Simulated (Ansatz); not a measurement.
**FH4NSi: molecular dynamics**

Aim: let a guess near a reaction's saddle point go and see which way it falls. Runs: 150 steps of 0.5 fs at constant energy, with velocities drawn for 100 K; 150 steps of 0.5 fs at constant energy, with velocities drawn for 1000 K. Reaction type: 1,2-elimination.

Program: Ansatz 0.2.0. Level of theory: UKS PBE0-D4/cc-pVDZ. These are calculated values, not measurements.

### 1 The system as given

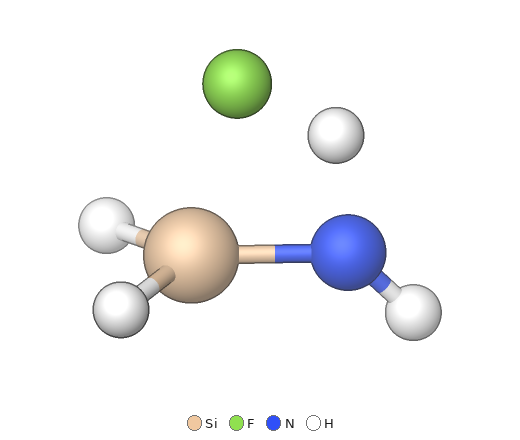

The starting structure, seen from a chosen angle (silicon light orange, fluorine green, nitrogen blue, hydrogen white).

As a file:

```xyz
7

Si   -0.1303    0.2595    0.6433
F    -1.2125   -0.9113   -0.5643
N     0.8173    0.0944   -0.7012
H    -0.1860   -0.6692   -1.1529
H    -1.0341    1.3827    0.8585
H    -0.0002   -0.5469    1.8521
H     1.7458    0.3909   -0.9355
```

### 2 Run 1

150 steps of 0.5 fs at constant energy, with velocities drawn for 100 K.

The input, input.yaml:

```yaml
crystal:
  periodic: [false, false, false]
  atoms:
    - { symbol: Si, position_ang: [-0.1303, 0.2595, 0.6433] }
    - { symbol: F, position_ang: [-1.2125, -0.9113, -0.5643] }
    - { symbol: "N", position_ang: [0.8173, 0.0944, -0.7012] }
    - { symbol: H, position_ang: [-0.186, -0.6692, -1.1529] }
    - { symbol: H, position_ang: [-1.0341, 1.3827, 0.8585] }
    - { symbol: H, position_ang: [-0.0002, -0.5469, 1.8521] }
    - { symbol: H, position_ang: [1.7458, 0.3909, -0.9355] }
magnetization:
  spin_polarized: true
basis:
  gaussian: { orbitals: cc-pVDZ }
hamiltonian:
  xc: pbe0
  dispersion: d4
md:
  timestep: 0.5
  n_steps: 150
  ensemble: nve
  temperature: 100.0
  initial_velocities: maxwell_boltzmann
  seed: 393143
```

Run with:

```sh
> ansatz run input.yaml --threads 1 --pin off --max-ram 2048MiB --backend cpu --events-out ev --progress --plain --runs-dir out
```

Log (excerpt; [...] marks lines left out):

```text
Warning: RAYON_NUM_THREADS=1 ignored (pool sized by the plan → 1); use --threads N
[...]
Functional definition: PBE0
[...]
716 factors; integrals over basis functions are off by at most 3.7e-4 eV
[...]
mean field -12141.06006662 eV, -446.1757279421 hartree, gradient 3.8e-5 eV, S^2 0.000000; 0 other end points of the search recorded, 0 dependent functions left out
[...]
reference -12141.06009012 eV, -446.1757288058 hartree; 17, 17 occupied and 49, 49 virtual orbitals, 716 factors
md step     0: t =     0.00 fs  T =   100.0 K  F+E_penalty+E_count = -12141.13842151 eV  E_kin = 0.064630 eV  conserved = -12141.07379151 eV  (26 SCF iters)
[...]
md step    18: t =     9.00 fs  T =  1957.5 K  F+E_penalty+E_count = -12142.34644789 eV  E_kin = 1.265157 eV  conserved = -12141.08129123 eV  (30 SCF iters, 3 dispersion substeps)
[...]
md step    36: t =    18.00 fs  T =  2986.9 K  F+E_penalty+E_count = -12143.00325227 eV  E_kin = 1.930442 eV  conserved = -12141.07281011 eV  (25 SCF iters, 3 dispersion substeps)
[...]
md step    54: t =    27.00 fs  T =  1987.2 K  F+E_penalty+E_count = -12142.35167142 eV  E_kin = 1.284334 eV  conserved = -12141.06733703 eV  (29 SCF iters, 3 dispersion substeps)
[...]
md step    71: t =    35.50 fs  T =  3387.3 K  F+E_penalty+E_count = -12143.27086015 eV  E_kin = 2.189196 eV  conserved = -12141.08166458 eV  (30 SCF iters, 3 dispersion substeps)
md step    72: t =    36.00 fs  T =  2991.7 K  F+E_penalty+E_count = -12143.00887986 eV  E_kin = 1.933557 eV  conserved = -12141.07532254 eV  (30 SCF iters, 3 dispersion substeps)
```

### 3 The log goes on: dynamics from the start

The log, continued (excerpt; [...] marks lines left out):

```text
md step    73: t =    36.50 fs  T =  2653.7 K  F+E_penalty+E_count = -12142.78507062 eV  E_kin = 1.715069 eV  conserved = -12141.07000197 eV  (27 SCF iters, 3 dispersion substeps)
[...]
md step    92: t =    46.00 fs  T =  1578.0 K  F+E_penalty+E_count = -12142.09186697 eV  E_kin = 1.019836 eV  conserved = -12141.07203130 eV  (30 SCF iters, 3 dispersion substeps)
[...]
md step   111: t =    55.50 fs  T =  2036.1 K  F+E_penalty+E_count = -12142.39190189 eV  E_kin = 1.315947 eV  conserved = -12141.07595517 eV  (32 SCF iters, 3 dispersion substeps)
[...]
md step   130: t =    65.00 fs  T =  1515.5 K  F+E_penalty+E_count = -12142.05670514 eV  E_kin = 0.979463 eV  conserved = -12141.07724198 eV  (32 SCF iters, 3 dispersion substeps)
[...]
md step   149: t =    74.50 fs  T =  2419.8 K  F+E_penalty+E_count = -12142.63965024 eV  E_kin = 1.563919 eV  conserved = -12141.07573158 eV  (29 SCF iters, 3 dispersion substeps)
[...]
md step   150: t =    75.00 fs  T =  2562.9 K  F+E_penalty+E_count = -12142.73086270 eV  E_kin = 1.656396 eV  conserved = -12141.07446638 eV  (25 SCF iters, 3 dispersion substeps)
Total energy: -12142.73088506 eV, -446.2371293872 hartree
Atom 0 at    -0.218344     0.003117     0.241448 Å, force     1.563325     0.871807     0.062877 eV/Å
Atom 1 at    -1.574089    -0.828720    -0.034307 Å, force    -0.882132    -1.128805    -1.720953 eV/Å
Atom 2 at     1.313048     0.462645    -0.632786 Å, force    -3.923201     2.703285     4.625287 eV/Å
Atom 3 at     1.766274    -0.060269    -1.256212 Å, force     2.593443    -3.020443    -3.119095 eV/Å
Atom 4 at    -0.882759     1.249271     0.513055 Å, force    -0.058397     1.221794     0.353598 eV/Å
Atom 5 at     0.153157    -0.799546     1.377469 Å, force     0.738149    -0.331707     1.142091 eV/Å
Atom 6 at     1.868187     0.637906     0.244566 Å, force    -0.031187    -0.315931    -1.343805 eV/Å
Dipole moment:     0.481950    -0.029480    -0.033563 e Å
```

It took 7.5 min on 1 thread of Arm Neoverse V1, shared host; peak memory 0.14 GiB.

### 4 Frames and traces

One step in 8; energies are changes from step 0:

| time (fs) | T (K) | potential energy change (meV/atom) | total energy change (meV/atom) | H4–F2 (Å) | Si1–F2 (Å) | H4–N3 (Å) |
| --- | --- | --- | --- | --- | --- | --- |
| 0.0 | 100 | 0.0 | 0.00 | 1.21 | 2.00 | 1.34 |
| 4.0 | 554 | -42.0 | -0.07 | 1.28 | 1.98 | 1.19 |
| 8.0 | 1315 | -111.9 | 0.27 | 1.62 | 1.94 | 0.93 |
| 12.0 | 1999 | -175.3 | 0.04 | 1.98 | 1.86 | 1.18 |
| 16.0 | 3142 | -282.2 | -1.40 | 2.30 | 1.73 | 0.98 |
| 20.0 | 3451 | -310.5 | -1.07 | 2.48 | 1.58 | 1.06 |
| 24.0 | 2336 | -206.7 | -0.30 | 2.58 | 1.47 | 1.10 |
| 28.0 | 2597 | -231.4 | -0.79 | 2.75 | 1.49 | 0.94 |
| 32.0 | 3503 | -314.4 | -0.17 | 3.12 | 1.62 | 1.17 |
| 36.0 | 2992 | -267.2 | -0.22 | 3.31 | 1.77 | 0.92 |
| 40.0 | 2117 | -186.6 | -0.36 | 3.55 | 1.90 | 1.13 |
| 44.0 | 2043 | -180.4 | -0.97 | 3.50 | 1.96 | 1.03 |
| 48.0 | 1617 | -140.9 | -0.80 | 3.42 | 1.96 | 1.01 |
| 52.0 | 1319 | -112.5 | 0.04 | 3.54 | 1.91 | 1.13 |
| 56.0 | 1977 | -173.5 | -0.24 | 3.72 | 1.82 | 0.95 |
| 60.0 | 1456 | -125.3 | -0.13 | 3.96 | 1.69 | 1.16 |
| 64.0 | 1810 | -158.9 | -0.95 | 3.88 | 1.56 | 1.02 |
| 68.0 | 994 | -83.0 | -0.43 | 3.80 | 1.50 | 1.03 |
| 72.0 | 1479 | -127.6 | -0.21 | 3.75 | 1.54 | 1.09 |
| 75.0 | 2563 | -227.5 | -0.10 | 3.64 | 1.61 | 0.93 |

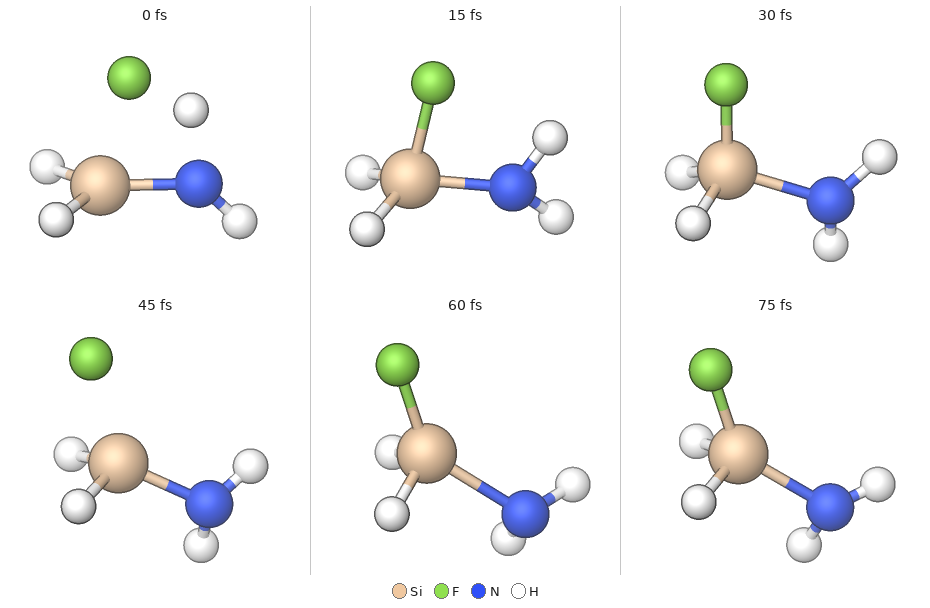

Six frames of the run, seen from a chosen angle. Sticks join atoms within a bonding distance in each frame.

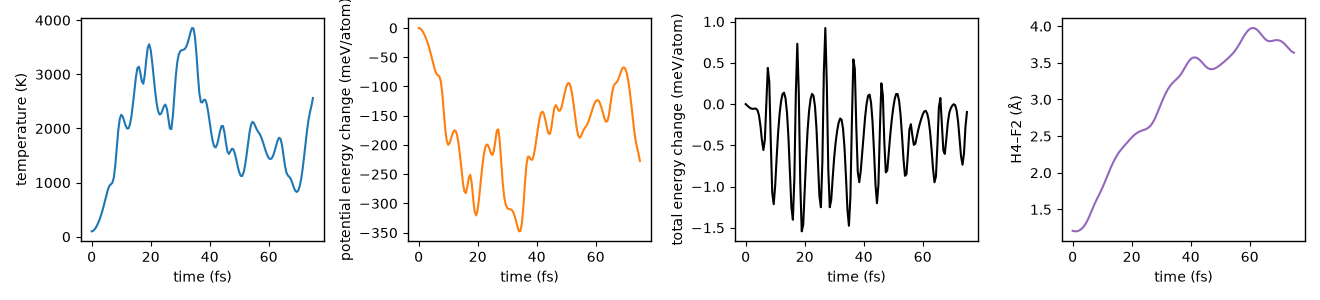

Traces against time; each panel has its own scale.

Bonds that form or break, judged by distance (formed within 1.15 times the sum of covalent radii and held on average over 12 fs, broken when stretched by half; pairs already stretched at the start don't count as bonds):

| time (fs) | bond | event |
| --- | --- | --- |
| 5.0 | N3–H4 | forms |
| 11.5 | Si1–F2 | forms |

### 5 Snapshots as a file

Positions (Å) and forces (eV/Å):

```xyz
7
time_fs=9.5 T=2172 dE=-1.3478
Si   -0.161    0.240    0.621   -3.282   -3.156   -1.524
F    -1.207   -0.891   -0.518    0.119    1.544    2.638
N     0.832    0.104   -0.717    0.854    0.849   -0.161
H     0.297   -0.518   -1.319    0.327   -0.057   -0.292
H    -1.033    1.423    0.944    0.417    0.086   -0.160
H     0.026   -0.600    1.876    0.283    0.424   -0.282
H     1.780    0.276   -0.913    1.283    0.309   -0.219
7
time_fs=19.0 T=3491 dE=-2.2025
Si   -0.269    0.140    0.548    2.952    0.968   -1.184
F    -1.204   -0.810   -0.363   -1.917   -0.694    0.258
N     0.959    0.163   -0.768    0.325    1.450    2.292
H     0.857   -0.365   -1.584   -1.227   -1.303   -1.441
H    -0.791    1.552    0.914   -0.092   -0.908   -0.397
H     0.249   -0.469    1.846   -0.412   -0.065   -0.396
H     1.954    0.309   -0.759    0.370    0.553    0.868
7
time_fs=28.0 T=2597 dE=-1.6195
Si   -0.281    0.073    0.452    7.371    3.986    0.185
F    -1.304   -0.782   -0.220   -5.188   -4.236   -2.941
N     1.106    0.248   -0.779   -4.658    1.924    5.005
H     1.041   -0.265   -1.563    0.636   -2.371   -3.477
H    -0.758    1.400    0.697   -0.811    1.090    0.324
H     0.246   -0.464    1.697    0.076   -0.574    0.739
H     1.889    0.520   -0.280    2.573    0.181    0.164
7
time_fs=37.5 T=2481 dE=-1.5409
Si   -0.135    0.100    0.365   -5.115   -1.660    1.284
F    -1.572   -0.890   -0.167    3.098    1.514    0.342
N     1.155    0.353   -0.682   -1.165    2.004    0.913
H     1.532   -0.182   -1.356    0.103   -3.148   -4.126
H    -0.997    1.383    0.574    1.064   -0.607    0.023
H     0.158   -0.669    1.691    0.196    0.707   -0.791
H     2.041    0.462   -0.291    1.819    1.190    2.354
7
time_fs=47.0 T=1573 dE=-0.9554
Si   -0.105    0.085    0.300   -4.687   -0.839    0.579
F    -1.730   -0.949   -0.111    4.077    2.072    0.177
N     1.305    0.453   -0.647   -3.673    2.417    0.935
H     1.401   -0.245   -1.271    1.890   -3.057   -2.833
H    -0.820    1.384    0.560    0.143   -0.210    0.064
H     0.276   -0.634    1.533    0.101   -0.197    0.290
H     1.963    0.645    0.051    2.148   -0.186    0.788
7
time_fs=56.0 T=1977 dE=-1.2147
Si   -0.201    0.033    0.263    0.132   -0.819    0.157
F    -1.713   -0.920   -0.050    3.289    1.766   -0.177
N     1.415    0.529   -0.666   -3.651    1.487    1.367
H     1.790   -0.230   -1.101    1.133   -3.247   -2.780
H    -0.645    1.378    0.596   -0.676    0.465    0.056
H     0.391   -0.655    1.461   -0.419   -0.217    0.003
H     2.082    0.497    0.090    0.191    0.565    1.375
7
time_fs=65.5 T=1322 dE=-0.7900
Si   -0.296   -0.027    0.234    6.800    4.274    2.001
F    -1.577   -0.828   -0.001   -4.017   -2.667   -2.025
N     1.442    0.523   -0.679   -5.351    2.312    4.207
H     1.962   -0.058   -1.201    2.256   -3.405   -2.767
H    -0.790    1.429    0.609    0.385   -1.269   -0.374
H     0.268   -0.842    1.439   -0.215    0.623   -0.558
H     1.889    0.495    0.259    0.141    0.131   -0.484
7
time_fs=75.0 T=2563 dE=-1.5924
Si   -0.218    0.003    0.241    1.563    0.872    0.063
F    -1.574   -0.829   -0.034   -0.882   -1.129   -1.721
N     1.313    0.463   -0.633   -3.923    2.703    4.625
H     1.766   -0.060   -1.256    2.593   -3.020   -3.119
H    -0.883    1.249    0.513   -0.058    1.222    0.354
H     0.153   -0.799    1.377    0.738   -0.332    1.142
H     1.868    0.638    0.245   -0.031   -0.316   -1.344
```

Reading of run 1. At the last frame the bonds meant to break are whole and the new ones absent: it fell back to the reactants' side (FH4NSi). The temperature starts at 100 K and averages 1661 K in the second half, where it ranges from 827 to 2563 K; the start was no minimum (force components up to 1.8 eV/Å), and the potential energy that it sheds (144 meV/atom) turns into motion, which in so few atoms is no thermal temperature. The total energy strays from its start by at most 1.54 meV/atom, 0.8 % of the mean kinetic energy, which is good for a step of 0.5 fs. The bonding pattern changes, first at 5.0 fs: N3–H4 forms. By that distance rule the pieces at the end are FH4NSi; a long dative bond can count as broken.

[end of part 1 of 2]
